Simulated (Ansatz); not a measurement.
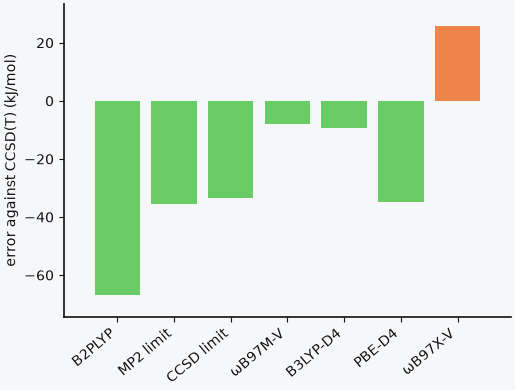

Error in the electronic atomisation energy (method less reference, so positive means overbinding) of CH₉AlSi₂, SMILES C[SiH2][SiH2][AlH2], singlet: functionals in def2-TZVPP against frozen-core CCSD(T) at the limit (MP2 extrapolated from triple and quadruple zeta, plus CCSD(T) less MP2 in a smaller set), which gives 3951.0 kJ/mol, at a PBE0-D4/def2-TZVP geometry (no frequency check), no zero-point or spin-orbit term, the Ansatz code. The reference leaves out core correlation, a term that grows with the number of heavy atoms. B2PLYP holds a correlation term that converges slowly with the basis, so part of the distance to the limit is basis error. No dispersion term is added to B2PLYP. Limit means the basis limit.

**Which of these levels overbind, and which underbind?**

Overbind: ωB97X-V. Underbind: B2PLYP, MP2 limit, CCSD limit and PBE-D4. Within 20 kJ/mol of zero, too close to call in view of what the reference leaves out: ωB97M-V and B3LYP-D4.

**Give the values.**

```
     level  kJ/mol
    B2PLYP   −67.0
 MP2 limit   −35.5
CCSD limit   −33.4
   ωB97M-V    −8.1
  B3LYP-D4    −9.3
    PBE-D4   −34.8
   ωB97X-V    25.9
```

Limits of at least one run: one conformer of a flexible molecule.
